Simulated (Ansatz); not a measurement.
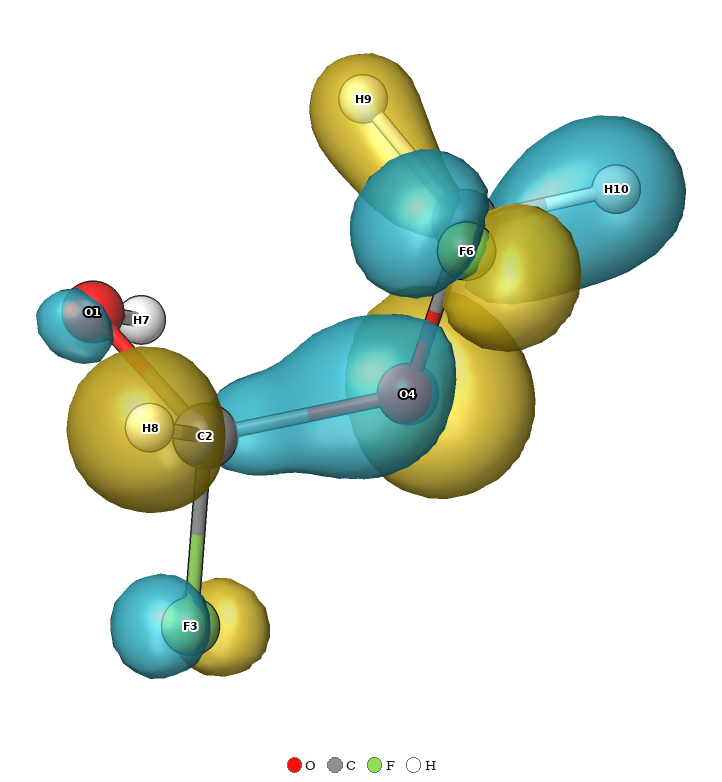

C₂H₄F₂O₂ (SMILES OC(F)OCF). The HOMO−1 at ±0.2 Å⁻³ᐟ² (yellow and cyan are the two phases), seen at an oblique angle.

Geometry: PBE0-D4/def2-TZVP.

Theory: Ansatz, RKS PBE0-D4/def2-TZVPP.

The calculation's input:

```
crystal:
  periodic: [false, false, false]
  atoms:
    - {symbol: O, position_ang: [-0.154407, -1.676977, -0.323586]}
    - {symbol: C, position_ang: [-0.370069, -0.719346, 0.621856]}
    - {symbol: F, position_ang: [-0.170422, -1.218125, 1.865815]}
    - {symbol: O, position_ang: [0.529602, 0.342738, 0.530229]}
    - {symbol: C, position_ang: [0.323503, 1.176132, -0.548262]}
    - {symbol: F, position_ang: [-0.767218, 1.984416, -0.330174]}
    - {symbol: H, position_ang: [0.759849, -1.976886, -0.242567]}
    - {symbol: H, position_ang: [-1.407003, -0.387966, 0.530842]}
    - {symbol: H, position_ang: [0.132409, 0.615310, -1.468884]}
    - {symbol: H, position_ang: [1.206656, 1.809406, -0.632271]}
basis:
  gaussian: {orbitals: def2-TZVPP}
hamiltonian: {xc: pbe0, dispersion: d4}
output: {orbitals: {seedname: orbitals}}
```

Command:

```sh
ansatz run in.yaml --threads 4 --pin off --events-out ev --progress --plain --max-ram 10444MiB
```

> Describe this orbital and give its energy.

It lies mainly on O4 (about 35 %), F6 (about 20 %), C5 (about 10 %), C2 (about 10 %), H8 (about 10 %) and H10 (about 5 %). Its energy is −9.80 eV.
